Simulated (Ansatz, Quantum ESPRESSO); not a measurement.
# SrCl2 (Fm-3m): modes at Γ and the response to a field, part 2 of 3

Which modes does SrCl2 (Fm-3m) have at the zone centre?

Quantum ESPRESSO 7.5; DFT PBE, scalar-relativistic, plane waves, GBRV ultrasoft pseudopotentials.

So far. Step 2 (A probe with smearing): A gap of 5.3 eV opens on this mesh, so the crystal is taken as an insulator; the start stands at 0.96 GPa. Step 4 (Self-consistent run for the response): The cell stands at 0.004 GPa, close enough for phonons. The relaxed cell has a = 7.039 Å (conventional setting).

## (5) Zone-centre response

At q = 0 one unit cell holds all displacements; symmetry groups them into irreducible representations that are solved one by one. The response to a field gives ε∞ and the Born charges, which polar modes need.

The input, ph.in:

```
phonons
 &inputph
    prefix='x',
    outdir='./tmp',
    fildyn='g.dyn',
    tr2_ph=1.0d-18,
    epsil=.true.,
 /
0.000000000 0.000000000 0.000000000
```

Command:

```sh
OMP_NUM_THREADS=1 mpirun -n 4 ph.x -nk 4 -in ph.in > ph.out
```

What it wrote:

```text
[banners, grids, parts of the stress and lines that vanish by symmetry left out]
[banner, memory and clock lines left out]
Program PHONON v.7.5

     ./tmp/x.save/

     IMPORTANT: XC functional enforced from input :
     Exchange-correlation= PBE
                           (   1   4   3   4   0   0   0)
     Any further DFT definition will be discarded
     Please, verify this is what you really want

     G-vector sticks info

     Check: negative core charge=   -0.000003

     negative rho (up, down):  9.641E-02 0.000E+00
     Reading collected, re-writing distributed wavefunctions in ./tmp/

     Number and degeneracy of irreps per q-point
       N         xq(1)         xq(2)         xq(3)   N irreps
       1   0.000000000   0.000000000   0.000000000       3
        3   3   3

     Calculation of q =    0.0000000   0.0000000   0.0000000

     phonons

     bravais-lattice index     =            2
     lattice parameter (alat)  =      13.3022  a.u.
     unit-cell volume          =     588.4573 (a.u.)^3
     number of atoms/cell      =            3
     number of atomic types    =            2
     kinetic-energy cut-off    =      40.0000  Ry
     charge density cut-off    =     240.0000  Ry
     convergence threshold     =      1.0E-18
     beta                      =       0.7000
     number of iterations used =            4
     Exchange-correlation= PBE
                           (   1   4   3   4   0   0   0)

     celldm(1)=   13.30225  celldm(2)=    0.00000  celldm(3)=    0.00000
     celldm(4)=    0.00000  celldm(5)=    0.00000  celldm(6)=    0.00000

     crystal axes: (cart. coord. in units of alat)
               a(1) = ( -0.5000  0.0000  0.5000 )
               a(2) = (  0.0000  0.5000  0.5000 )
               a(3) = ( -0.5000  0.5000  0.0000 )

     reciprocal axes: (cart. coord. in units 2 pi/alat)
               b(1) = ( -1.0000 -1.0000  1.0000 )
               b(2) = (  1.0000  1.0000  1.0000 )
               b(3) = ( -1.0000  1.0000 -1.0000 )

     Atoms inside the unit cell:

     Cartesian axes

     site n.  atom      mass           positions (alat units)
        1  Sr     87.6200   tau(    1) = (    0.00000    0.00000    0.00000  )
        2  Cl     35.4500   tau(    2) = (   -0.75000    0.75000    0.75000  )
        3  Cl     35.4500   tau(    3) = (   -0.25000    0.25000    0.25000  )

     Computing dynamical matrix for
                    q = (   0.0000000   0.0000000   0.0000000 )

     49 Sym.Ops. (with q -> -q+G )

     G cutoff = 1075.7255  (  36853 G-vectors)     FFT grid: ( 48, 48, 48)
     G cutoff =  717.1504  (  20107 G-vectors)  smooth grid: ( 40, 40, 40)
     number of k points=    16
                       cart. coord. in units 2pi/alat
        k(    1) = (   0.0000000   0.0000000   0.0000000), wk =   0.0092593
        k(    2) = (  -0.1666667   0.1666667  -0.1666667), wk =   0.0740741
        k(    3) = (  -0.3333333   0.3333333  -0.3333333), wk =   0.0740741
        [... further k-points left out ...]

     PseudoPot. # 1 for Sr read from file:
     ./pseudo/Sr.upf
     Pseudo is Ultrasoft + core correction, Zval = 10.0
     Using radial grid of  883 points,  6 beta functions with:
                l(1) =   0
                l(2) =   0
                l(3) =   1
                l(4) =   1
                l(5) =   2
                l(6) =   2
     Q(r) pseudized with  6 coefficients,  rinner =    1.400   1.400   1.400
                                                       1.400   1.400

     PseudoPot. # 2 for Cl read from file:
     ./pseudo/Cl.upf
     Pseudo is Ultrasoft + core correction, Zval =  7.0
     Using radial grid of  909 points,  6 beta functions with:
                l(1) =   0
                l(2) =   0
                l(3) =   1
                l(4) =   1
                l(5) =   2
                l(6) =   2
     Q(r) pseudized with  8 coefficients,  rinner =    1.300   1.300   1.300
                                                       1.300   1.300

     Mode symmetry, O_h (m-3m)  point group:

     Electric field:
     Dielectric constant
     Born effective charges as d Force / d E

     Atomic displacements:
     There are    3 irreducible representations

     Representation     1      3 modes -  To be done

     Representation     2      3 modes -  To be done

     Representation     3      3 modes -  To be done

     Alpha used in Ewald sum =   2.3000

     negative rho (up, down):  9.641E-02 0.000E+00

     Electric Fields Calculation

      thresh= 1.000E-02 alpha_mix =  0.700 |ddv_scf|^2 =  4.363E-08

      thresh= 2.089E-05 alpha_mix =  0.700 |ddv_scf|^2 =  5.350E-09

      thresh= 7.315E-06 alpha_mix =  0.700 |ddv_scf|^2 =  2.406E-10

      thresh= 1.551E-06 alpha_mix =  0.700 |ddv_scf|^2 =  1.698E-11

      thresh= 4.121E-07 alpha_mix =  0.700 |ddv_scf|^2 =  1.277E-13

      thresh= 3.573E-08 alpha_mix =  0.700 |ddv_scf|^2 =  6.025E-16

      thresh= 2.455E-09 alpha_mix =  0.700 |ddv_scf|^2 =  5.092E-17

      thresh= 7.136E-10 alpha_mix =  0.700 |ddv_scf|^2 =  3.630E-19

     End of electric fields calculation

          Dielectric constant in cartesian axis

          (       2.880697984      -0.000000000       0.000000000 )
          (      -0.000000000       2.880697984       0.000000000 )
          (       0.000000000       0.000000000       2.880697984 )

          Effective charges (d Force / dE) in cartesian axis without acoustic sum rule applied (asr)

           atom    1  Sr    Mean Z*:        2.49648
      Ex  (        2.49648        0.00000        0.00000 )
      Ey  (        0.00000        2.49648       -0.00000 )
      Ez  (       -0.00000       -0.00000        2.49648 )
           atom    2  Cl    Mean Z*:       -1.24944
      Ex  (       -1.24944        0.00000        0.00000 )
      Ey  (        0.00000       -1.24944       -0.00000 )
      Ez  (        0.00000       -0.00000       -1.24944 )
           atom    3  Cl    Mean Z*:       -1.24944
      Ex  (       -1.24944        0.00000        0.00000 )
      Ey  (        0.00000       -1.24944       -0.00000 )
      Ez  (        0.00000        0.00000       -1.24944 )

          Effective charges Sum: Mean:       -0.00239
             -0.00239        0.00000        0.00000
              0.00000       -0.00239       -0.00000
              0.00000       -0.00000       -0.00239

          Effective charges (d Force / dE) in cartesian axis with asr applied:
           atom    1  Sr    Mean Z*:        2.49728
      E*x (        2.49728       -0.00000       -0.00000 )
      E*y (       -0.00000        2.49728       -0.00000 )
      E*z (       -0.00000       -0.00000        2.49728 )
           atom    2  Cl    Mean Z*:       -1.24864
      E*x (       -1.24864        0.00000        0.00000 )
      E*y (        0.00000       -1.24864       -0.00000 )
      E*z (       -0.00000       -0.00000       -1.24864 )
           atom    3  Cl    Mean Z*:       -1.24864
      E*x (       -1.24864        0.00000        0.00000 )
      E*y (        0.00000       -1.24864        0.00000 )
      E*z (        0.00000        0.00000       -1.24864 )

     Representation #   1 modes #   1   2   3

     Self-consistent Calculation

      thresh= 1.000E-02 alpha_mix =  0.700 |ddv_scf|^2 =  2.642E-07

      thresh= 5.140E-05 alpha_mix =  0.700 |ddv_scf|^2 =  6.182E-08

      thresh= 2.486E-05 alpha_mix =  0.700 |ddv_scf|^2 =  1.754E-10

      thresh= 1.324E-06 alpha_mix =  0.700 |ddv_scf|^2 =  1.916E-12

      thresh= 1.384E-07 alpha_mix =  0.700 |ddv_scf|^2 =  1.022E-14

      thresh= 1.011E-08 alpha_mix =  0.700 |ddv_scf|^2 =  2.420E-16

[...]
End of self-consistent calculation

     Convergence has been achieved

     Representation #   2 modes #   4   5   6

     Self-consistent Calculation

[...]
End of self-consistent calculation

     Convergence has been achieved

     Representation #   3 modes #   7   8   9

     Self-consistent Calculation

[...]
thresh= 1.568E-05 alpha_mix =  0.700 |ddv_scf|^2 =  3.808E-10

      thresh= 1.951E-06 alpha_mix =  0.700 |ddv_scf|^2 =  1.700E-11

      thresh= 4.123E-07 alpha_mix =  0.700 |ddv_scf|^2 =  3.610E-13

      thresh= 6.008E-08 alpha_mix =  0.700 |ddv_scf|^2 =  1.066E-15

      thresh= 3.265E-09 alpha_mix =  0.700 |ddv_scf|^2 =  6.146E-17

      thresh= 7.840E-10 alpha_mix =  0.700 |ddv_scf|^2 =  1.002E-18

      thresh= 1.001E-10 alpha_mix =  0.700 |ddv_scf|^2 =  1.877E-20

     End of self-consistent calculation

     Convergence has been achieved

     Number of q in the star =    1
     List of q in the star:
          1   0.000000000   0.000000000   0.000000000

          Dielectric constant in cartesian axis

          (       2.880697984      -0.000000000       0.000000000 )
          (      -0.000000000       2.880697984       0.000000000 )
          (       0.000000000       0.000000000       2.880697984 )

          Effective charges (d Force / dE) in cartesian axis without acoustic sum rule applied (asr)

           atom    1  Sr    Mean Z*:        2.49648
      Ex  (        2.49648        0.00000        0.00000 )
      Ey  (        0.00000        2.49648       -0.00000 )
      Ez  (       -0.00000       -0.00000        2.49648 )
           atom    2  Cl    Mean Z*:       -1.24944
      Ex  (       -1.24944        0.00000        0.00000 )
      Ey  (        0.00000       -1.24944       -0.00000 )
      Ez  (        0.00000       -0.00000       -1.24944 )
           atom    3  Cl    Mean Z*:       -1.24944
      Ex  (       -1.24944        0.00000        0.00000 )
      Ey  (        0.00000       -1.24944       -0.00000 )
      Ez  (        0.00000        0.00000       -1.24944 )

          Effective charges Sum: Mean:       -0.00239
             -0.00239        0.00000        0.00000
              0.00000       -0.00239       -0.00000
              0.00000       -0.00000       -0.00239

          Effective charges (d Force / dE) in cartesian axis with asr applied:
           atom    1  Sr    Mean Z*:        2.49728
      E*x (        2.49728       -0.00000       -0.00000 )
      E*y (       -0.00000        2.49728       -0.00000 )
      E*z (       -0.00000       -0.00000        2.49728 )
           atom    2  Cl    Mean Z*:       -1.24864
      E*x (       -1.24864        0.00000        0.00000 )
      E*y (        0.00000       -1.24864       -0.00000 )
      E*z (       -0.00000       -0.00000       -1.24864 )
           atom    3  Cl    Mean Z*:       -1.24864
      E*x (       -1.24864        0.00000        0.00000 )
      E*y (        0.00000       -1.24864        0.00000 )
      E*z (        0.00000        0.00000       -1.24864 )

     Diagonalizing the dynamical matrix

     q = (    0.000000000   0.000000000   0.000000000 )

 **************************************************************************
     freq (    1) =       0.068103 [THz] =       2.271675 [cm-1]
     freq (    2) =       0.068103 [THz] =       2.271675 [cm-1]
     freq (    3) =       0.068103 [THz] =       2.271675 [cm-1]
     freq (    4) =       3.771801 [THz] =     125.813731 [cm-1]
     freq (    5) =       3.771801 [THz] =     125.813731 [cm-1]
     freq (    6) =       3.771801 [THz] =     125.813731 [cm-1]
     freq (    7) =       5.126391 [THz] =     170.997990 [cm-1]
     freq (    8) =       5.126391 [THz] =     170.997990 [cm-1]
     freq (    9) =       5.126391 [THz] =     170.997990 [cm-1]
 **************************************************************************

     Mode symmetry, O_h (m-3m)  point group:

     freq (   1-   3) =          2.3  [cm-1]   --> T_1u G_15  G_4- I
     freq (   4-   6) =        125.8  [cm-1]   --> T_1u G_15  G_4- I
     freq (   7-   9) =        171.0  [cm-1]   --> T_2g G_25' G_5+ R
```

Wall time 2.7 min (4 MPI ranks of Arm Neoverse V1, shared host); 11 min of CPU time.

Read from the output:

| Property | Result |
| --- | --- |
| miss of the charge sum rule | 0.002400 e |
| largest acoustic frequency at the zone centre before the sum rule | 2.27 cm⁻¹ |
| highest optical zone-centre mode (no LO-TO term) | 171 cm⁻¹ |
| lowest optical zone-centre mode | 125.8 cm⁻¹ |
| mean high-frequency dielectric constant | 2.881 |
| largest Born charge in size (third of the trace) | 2.497 e |

Optical modes; normalised displacements of the dynamical-matrix file. Modes at Γ, with each element's share of the kinetic energy:

| mode | frequency (cm⁻¹) | symmetry | Sr % | Cl % |
| --- | --- | --- | --- | --- |
| 1 | 125.8 | T1u | 45 | 55 |
| 2 | 125.8 | T1u | 45 | 55 |
| 3 | 125.8 | T1u | 45 | 55 |
| 4 | 171.0 | T2g | 0 | 100 |
| 5 | 171.0 | T2g | 0 | 100 |
| 6 | 171.0 | T2g | 0 | 100 |

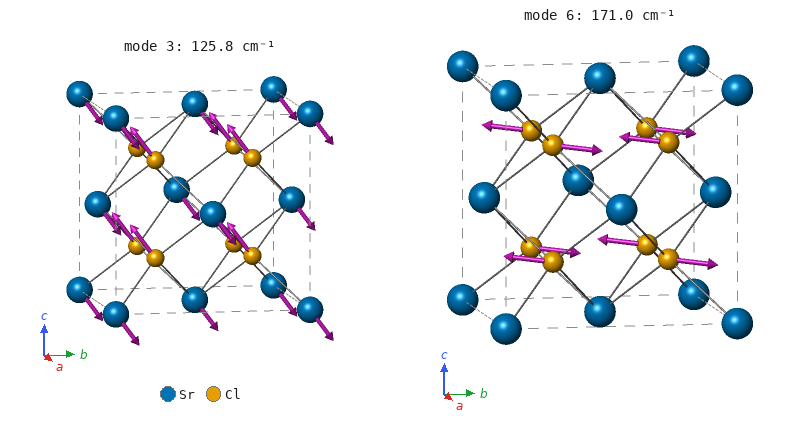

Displacement patterns of modes 3 and 6 at Γ; arrows are exaggerated. Some periodic images of atoms are drawn too.

Born charge (rows field, columns displacement), before the sum rule (e), principal values of the symmetric part by kind of site:

| atom | atoms with these values | low | middle | high | mean |
| --- | --- | --- | --- | --- | --- |
| Sr1 | 1 | 2.50 | 2.50 | 2.50 | 2.50 |
| Cl2 | 2 | -1.25 | -1.25 | -1.25 | -1.25 |

In full for Cl2:

```
-1.25  0.00  0.00
 0.00 -1.25  0.00
 0.00  0.00 -1.25
```

High-frequency dielectric tensor:

```
2.88 0.00 0.00
0.00 2.88 0.00
0.00 0.00 2.88
```

The acoustic modes at Γ come out as far as 2.3 cm⁻¹ from zero, where they should vanish, a small numerical error; the Born charges miss their sum rule by 0.0024 e, which is good.

## (6) Modes with the sum rule

A rigid shift of the crystal must cost nothing, but grids and finite bases break this; the acoustic sum rule is imposed before the matrix is diagonalised again. With Born charges the intensities follow, and the static dielectric tensor.

The input, dynmat.in:

```
 &input
    fildyn='g.dyn',
    asr='simple',
    lperm=.true.,
 /
```

Command:

```sh
dynmat.x -in dynmat.in > dynmat.out
```

What it wrote:

```text
[banner, memory and clock lines left out]
Program DYNMAT v.7.5

     Reading Dynamical Matrix from file g.dyn
     ...Force constants read
     ...epsilon and Z* read
     A direction for q was not specified:TO-LO splitting will be absent

     Polarizability (A^3 units)
     multiply by 0.614666 for Clausius-Mossotti correction
        13.050512   -0.000000    0.000000
        -0.000000   13.050512    0.000000
         0.000000    0.000000   13.050512

     IR activities are in (D/A)^2/amu units

# mode   [cm-1]    [THz]      IR
    1     -0.00   -0.0000    0.0000
    2     -0.00   -0.0000    0.0000
    3      0.00    0.0000    0.0000
    4    125.80    3.7715    3.6714
    5    125.80    3.7715    3.6714
    6    125.80    3.7715    3.6714
    7    171.02    5.1272    0.0000
    8    171.02    5.1272    0.0000
    9    171.02    5.1272    0.0000

Electronic dielectric permittivity tensor (relative, adimensional)
         2.880698   -0.000000    0.000000
        -0.000000    2.880698    0.000000
         0.000000    0.000000    2.880698

 ... with zone-center polar mode contributions
         8.554625   -0.000000    0.000000
        -0.000000    8.554625   -0.000000
         0.000000   -0.000000    8.554625

[end of the log left out, with the tail of the file of modes that dynmat.x writes under the same name]
```

Run time: 0.46 s. Hardware: 1 thread.

Numbers from this step:

```yaml
highest_optical_zone_centre_mode_no_lo_to_term: 171.0 cm⁻¹
mean_static_dielectric_constant: 8.555
```

Zone-centre frequencies as printed; negative means imaginary. Modes:

| mode | frequency (cm⁻¹) |
| --- | --- |
| 1 | 0 |
| 2 | 0 |
| 3 | 0 |
| 4 | 125.8 |
| 5 | 125.8 |
| 6 | 125.8 |
| 7 | 171 |
| 8 | 171 |
| 9 | 171 |

Degenerate modes summed, no LO-TO term. Lines of the infrared spectrum (strongest = 100):

| position (cm⁻¹) | lines merged | label | IR intensity, relative |
| --- | --- | --- | --- |
| 126 | 3 | T1u | 100 |
| 171 | 3 | T2g | 0.0 |

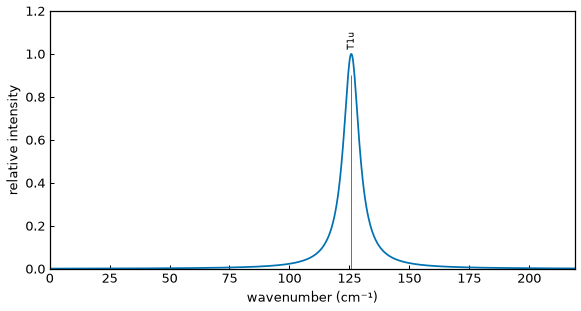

The infrared spectrum, broadened with Lorentzians of width 8 cm⁻¹; bars mark the lines.

Static dielectric tensor (ions relaxed, fixed cell):

```
8.55 0.00 0.00
0.00 8.55 0.00
0.00 0.00 8.55
```

The rule moves no optical mode by more than 0.1 cm⁻¹.

## (7) Sum rules set otherwise: a sum rule for molecules or wires on a crystal

This rule also removes rotations, which suits wires and not a crystal; it is tried to see the harm.

The input, dynmat.in:

```
 &input
    fildyn='g.dyn',
    asr='one-dim',
    lperm=.true.,
 /
```

Command:

```sh
dynmat.x -in dynmat.in > dynmat.out
```

What it wrote:

```text
[banner, memory and clock lines left out]
Program DYNMAT v.7.5

     Reading Dynamical Matrix from file g.dyn
     ...Force constants read
     ...epsilon and Z* read
asr rotation axis in 1D system=    3
     Acoustic Sum Rule: || Z*(ASR) - Z*(orig)|| =    2.312032E+00
     Acoustic Sum Rule: ||dyn(ASR) - dyn(orig)||=    7.410887E-02
     A direction for q was not specified:TO-LO splitting will be absent

     Polarizability (A^3 units)
     multiply by 0.614666 for Clausius-Mossotti correction
        13.050512   -0.000000    0.000000
        -0.000000   13.050512    0.000000
         0.000000    0.000000   13.050512

     IR activities are in (D/A)^2/amu units

# mode   [cm-1]    [THz]      IR
    1     -0.00   -0.0000    0.0000
    2      0.00    0.0000    0.0000
    3      0.00    0.0000    0.0000
    4      0.00    0.0000    0.0000
    5    125.86    3.7733    3.6714
    6    125.86    3.7733    3.6714
    7    152.35    4.5672    2.1653
    8    171.00    5.1264    0.0000
    9    171.00    5.1264    0.0000

Electronic dielectric permittivity tensor (relative, adimensional)
         2.880698   -0.000000    0.000000
        -0.000000    2.880698    0.000000
         0.000000    0.000000    2.880698

 ... with zone-center polar mode contributions
         6.855967   -1.693374    0.000000
        -1.693374    6.855967    0.000000
         0.000000    0.000000    8.549340

[end of the log left out, with the tail of the file of modes that dynmat.x writes under the same name]
```

It took 0.45 s on 1 thread.

The run ended normally, but on settings that are not sound.

The fault: a sum rule for molecules or wires on a crystal; 1 optical mode is projected out to zero frequency, as if it were a rotation, and the static dielectric tensor is spoilt.

For a crystal the rule has to be 'simple' or 'crystal'.

Zone-centre frequencies as printed; negative means imaginary. Modes:

| mode | frequency (cm⁻¹) |
| --- | --- |
| 1 | 0 |
| 2 | 0 |
| 3 | 0 |
| 4 | 0 |
| 5 | 125.9 |
| 6 | 125.9 |
| 7 | 152.3 |
| 8 | 171 |
| 9 | 171 |

## (8) Modes along a direction of q (1 0 0)

A longitudinal polar mode sets up a macroscopic field that stiffens it; the term hangs on the direction from which q goes to zero.

The input, dynmat.in:

```
 &input
    fildyn='g.dyn',
    asr='simple',
    q(1)=1.0,
    q(2)=0.0,
    q(3)=0.0,
 /
```

Command:

```sh
dynmat.x -in dynmat.in > dynmat.out
```

What it wrote:

```text
[banner, memory and clock lines left out]
Program DYNMAT v.7.5

     Reading Dynamical Matrix from file g.dyn
     ...Force constants read
     ...epsilon and Z* read

     Polarizability (A^3 units)
     multiply by 0.614666 for Clausius-Mossotti correction
        13.050512   -0.000000    0.000000
        -0.000000   13.050512    0.000000
         0.000000    0.000000   13.050512

     IR activities are in (D/A)^2/amu units

# mode   [cm-1]    [THz]      IR
    1     -0.00   -0.0000    0.0000
    2      0.00    0.0000    0.0000
    3      0.00    0.0000    0.0000
    4    125.80    3.7715    3.6714
    5    125.80    3.7715    3.6714
    6    171.02    5.1272    0.0000
    7    171.02    5.1272    0.0000
    8    171.02    5.1272    0.0000
    9    216.79    6.4993    3.6714

[end of the log left out, with the tail of the file of modes that dynmat.x writes under the same name]
```

It took 0.45 s on 1 thread.

This step gave:

```yaml
highest_mode_moved_by_the_lo_to_term: 216.8 cm⁻¹
```

Zone-centre frequencies as printed; negative means imaginary. Modes:

| mode | frequency (cm⁻¹) |
| --- | --- |
| 1 | 0 |
| 2 | 0 |
| 3 | 0 |
| 4 | 125.8 |
| 5 | 125.8 |
| 6 | 171 |
| 7 | 171 |
| 8 | 171 |
| 9 | 216.8 |

The field moves one mode, from 126 to 217 cm⁻¹; the others stay.

(Part 2 of 3 ends here.)

[Host names and launcher messages were left out of these logs when they were recorded.]

[Logs are printed without paths, hosts, clocks, repeated set-up lines and the standing remarks that a program may print on its own settings, such as how far it seeks lower states.]

[Hosts, paths, dates, database ids (printed as entryN), source tags and the programs' standing remarks are cut or masked in the printed files.]
